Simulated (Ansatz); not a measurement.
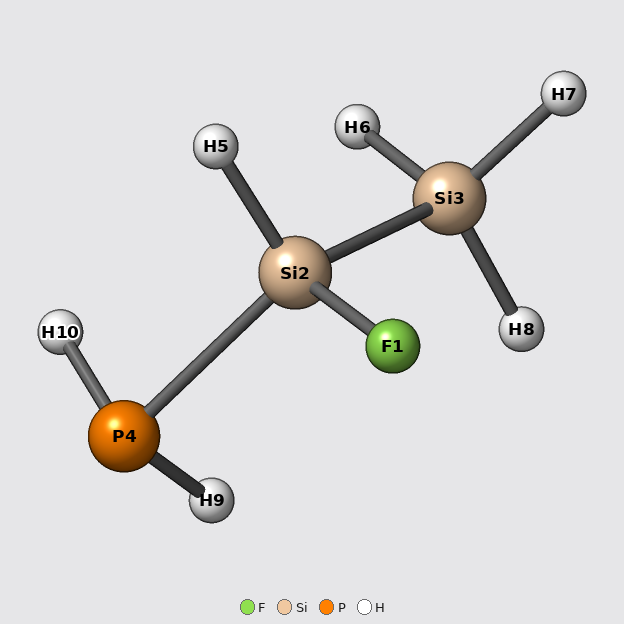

Harmonic vibrations computed with RKS PBE0-D4/def2-TZVP (Ansatz 0.2.0) at a stationary point of the same level.

### Is this a minimum or a saddle point?

A minimum: no imaginary frequency, and the lowest mode lies at 101 cm⁻¹.

### How many vibrational modes are there, and where do they lie?

24 modes: 101, 104, 122, 179, 200, 382, 456, 481, 525, 628, 671, 790, 813, 862, 888, 932, 937, 1086, 2207, 2216, 2227, 2230, 2397, 2410 cm⁻¹.
